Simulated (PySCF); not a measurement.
# What a change does: NMR shielding calculation on C₅H₇Cl

System: C₅H₇Cl.
Method of run 1: GIAO HF/pcSseg-1 NMR shielding, non-relativistic, gas phase (PySCF 2.14.0).

The geometry comes from this level: PBE0-D3(BJ)/def2-SVP. Text and figures count atoms from 1; the logs count them from 0 in places.

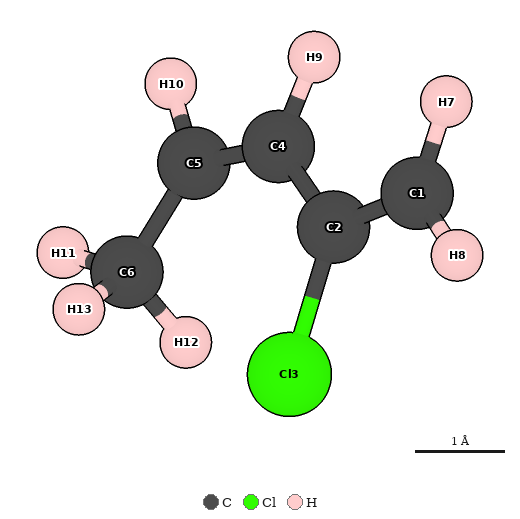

**Figure 1.** The structure as given in the input (ball-and-stick view, seen at a tilt; atoms are numbered from 1 in the order of the input).

### Input file, run 1
```
{"job": {"kind": "nmr", "xc": "HF", "basis": "pcSseg-1", "pop": false}, "charge": 0, "multiplicity": 1}
C      2.775424    -0.209600     0.236653
C      1.470252    -0.494126     0.362383
Cl     1.011564    -1.812270     1.410482
C      0.424628     0.243770    -0.335342
C     -0.915174     0.118427    -0.329813
C     -1.796867    -0.840470     0.409720
H      3.088214     0.609856    -0.413559
H      3.538917    -0.777127     0.769072
H      0.839402     1.035341    -0.967989
H     -1.437313     0.836730    -0.971132
H     -2.853307    -0.638505     0.187420
H     -1.584884    -1.885625     0.137586
H     -1.656945    -0.771529     1.498894
```

The first line tells a small driver script what to run in PySCF; the rest is the geometry in Å.

Launched with:
```bash
OMP_NUM_THREADS=1 python <driver script> task.json out
```

Hardware: 1 CPU thread, shared host.

### Output (run 1)
```
final grid: 105392 points
cycle   1  E = -652.7171114502  dE =  1.179e+00  |g| = 4.854e-01  |ddm| = 3.161e+00
cycle   2  E = -652.7874457202  dE = -7.033e-02  |g| = 2.429e-01  |ddm| = 7.357e-01
cycle   3  E = -652.8018844534  dE = -1.444e-02  |g| = 7.608e-02  |ddm| = 3.424e-01
cycle   4  E = -652.8039940061  dE = -2.110e-03  |g| = 1.857e-02  |ddm| = 1.211e-01
cycle   5  E = -652.8041046857  dE = -1.107e-04  |g| = 4.960e-03  |ddm| = 2.459e-02
cycle   6  E = -652.8041202755  dE = -1.559e-05  |g| = 1.694e-03  |ddm| = 1.293e-02
cycle   7  E = -652.8041224754  dE = -2.200e-06  |g| = 7.021e-04  |ddm| = 5.189e-03
cycle   8  E = -652.8041227298  dE = -2.544e-07  |g| = 1.974e-04  |ddm| = 1.587e-03
cycle   9  E = -652.8041227688  dE = -3.896e-08  |g| = 9.493e-05  |ddm| = 5.559e-04
cycle  10  E = -652.8041227744  dE = -5.638e-09  |g| = 3.179e-05  |ddm| = 2.310e-04
cycle  11  E = -652.8041227752  dE = -8.051e-10  |g| = 1.247e-05  |ddm| = 8.452e-05
converged SCF energy = -652.8041227752

GIAO shielding tensors (ppm)
atom      isotropic    diamagn.    paramagn.     s11        s22        s33       span
  0 C       65.094     252.862    -187.768    -51.872     99.042    148.111    199.983
  1 C       40.273     252.459    -212.185    -88.823     84.370    125.273    214.097
  2 Cl     795.627    1147.063    -351.436    638.818    730.634   1017.429    378.612
  3 C       59.156     254.130    -194.974    -58.369     89.828    146.009    204.378
  4 C       51.623     254.431    -202.808    -71.754     59.551    167.072    238.825
  5 C      175.937     243.026     -67.089    168.981    175.781    183.047     14.066
  6 H       26.211      30.302      -4.092     23.072     24.429     31.131      8.058
  7 H       26.082      29.225      -3.143     22.756     23.583     31.907      9.151
  8 H       25.876      33.288      -7.412     22.508     25.348     29.773      7.266
  9 H       25.998      31.726      -5.727     22.707     25.988     29.300      6.592
 10 H       30.250      27.809       2.440     25.570     27.992     37.187     11.617
 11 H       29.259      28.143       1.116     24.382     29.678     33.717      9.336
 12 H       29.223      28.285       0.938     24.268     29.834     33.566      9.297
```

The input of run 2 differs as follows (lines with − go, lines with + come):
```diff
-"xc": "HF"
+"xc": "OPBE"
```

How does run 2 compare with run 1?

The total energies belong to different methods, so their difference says nothing on which is more stable or more accurate. The HOMO goes from −8.77 to −5.66 eV. The LUMO goes from 2.60 to −1.94 eV. The dipole moment goes from 1.46 to 1.25 D. Of all shieldings, the largest change is that of Cl3, by −103.6 ppm. The method changes from HF to OPBE. Exact exchange removes part of the self-interaction error of semilocal functionals, which pushes filled and empty levels apart. The SCF takes 17 iterations against 11.

### Output (run 2)
```
coarse grid: 11400 points
cycle   1  E = -654.6808980998  dE =  4.452e-01  |g| = 4.616e-01  |ddm| = 3.381e+00
cycle   2  E = -654.6369561102  dE =  4.394e-02  |g| = 6.188e-01  |ddm| = 1.007e+00
cycle   3  E = -654.7333189397  dE = -9.636e-02  |g| = 1.542e-01  |ddm| = 5.958e-01
cycle   4  E = -654.7396688883  dE = -6.350e-03  |g| = 5.120e-02  |ddm| = 1.909e-01
cycle   5  E = -654.7402993772  dE = -6.305e-04  |g| = 2.072e-02  |ddm| = 6.518e-02
cycle   6  E = -654.7403891346  dE = -8.976e-05  |g| = 1.135e-02  |ddm| = 2.874e-02
cycle   7  E = -654.7404251496  dE = -3.602e-05  |g| = 1.608e-03  |ddm| = 1.196e-02
cycle   8  E = -654.7404257832  dE = -6.336e-07  |g| = 4.588e-04  |ddm| = 2.603e-03
final grid: 105392 points
cycle   9  E = -654.7512547092  dE = -1.688e-04  |g| = 1.665e-02  |ddm| = 6.547e-02
cycle  10  E = -654.7512281417  dE =  2.657e-05  |g| = 1.721e-02  |ddm| = 3.361e-02
cycle  11  E = -654.7512770439  dE = -4.890e-05  |g| = 8.123e-03  |ddm| = 2.406e-02
cycle  12  E = -654.7512974162  dE = -2.037e-05  |g| = 1.617e-03  |ddm| = 9.146e-03
cycle  13  E = -654.7512981539  dE = -7.377e-07  |g| = 2.945e-04  |ddm| = 1.696e-03
cycle  14  E = -654.7512981735  dE = -1.954e-08  |g| = 9.283e-05  |ddm| = 2.939e-04
cycle  15  E = -654.7512981747  dE = -1.271e-09  |g| = 6.022e-05  |ddm| = 1.267e-04
cycle  16  E = -654.7512981757  dE = -1.001e-09  |g| = 9.224e-06  |ddm| = 6.826e-05
cycle  17  E = -654.7512981757  dE = -1.728e-11  |g| = 3.037e-06  |ddm| = 1.465e-05
converged SCF energy = -654.7512981757

GIAO shielding tensors (ppm)
atom      isotropic    diamagn.    paramagn.     s11        s22        s33       span
  0 C       69.307     250.815    -181.508    -21.081     88.169    140.834    161.915
  1 C       41.460     254.614    -213.154    -52.121     70.283    106.219    158.340
  2 Cl     691.982    1148.481    -456.499    489.820    653.677    932.449    442.629
  3 C       57.774     252.877    -195.103    -36.236     74.995    134.564    170.799
  4 C       54.169     254.154    -199.985    -41.359     48.236    155.631    196.990
  5 C      167.566     246.963     -79.397    154.844    170.018    177.836     22.991
  6 H       25.826      30.322      -4.496     22.909     24.579     29.990      7.081
  7 H       25.833      28.714      -2.881     22.733     24.048     30.718      7.985
  8 H       25.180      33.159      -7.979     22.569     24.578     28.394      5.825
  9 H       25.442      31.404      -5.962     22.473     25.577     28.278      5.805
 10 H       29.676      27.560       2.116     25.651     27.889     35.487      9.836
 11 H       28.715      28.425       0.290     24.188     29.140     32.817      8.629
 12 H       28.674      28.679      -0.005     24.070     29.289     32.661      8.591
```

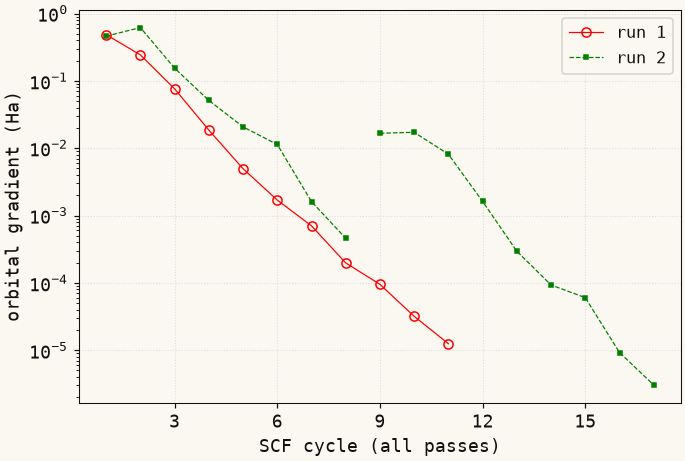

**Figure 2.** Convergence of the two runs: orbital gradient against the SCF cycle. A break in a curve parts two SCF passes (coarse and final grid). Run 1 takes 11 cycles in all, and run 2 takes 17.

### The two runs side by side

| quantity | run 1 | run 2 |
| --- | --- | --- |
| outcome | converged | converged |
| total energy (hartree) | −652.804123 | −654.751298 |
| HOMO (eV) | −8.77 | −5.66 |
| LUMO (eV) | 2.60 | −1.94 |
| dipole moment (D) | 1.46 | 1.25 |
| shielding of C1 (ppm) | 65.1 | 69.3 |
| shielding of C2 (ppm) | 40.3 | 41.5 |
| shielding of Cl3 (ppm) | 795.6 | 692.0 |
| shielding of C4 (ppm) | 59.2 | 57.8 |
| shielding of C5 (ppm) | 51.6 | 54.2 |
| shielding of C6 (ppm) | 175.9 | 167.6 |
| shielding of H9 (ppm) | 25.9 | 25.2 |
| SCF iterations | 11 | 17 |
| basis functions | 144 | 144 |
| wall time (shared host) | 7 s | 26 s |
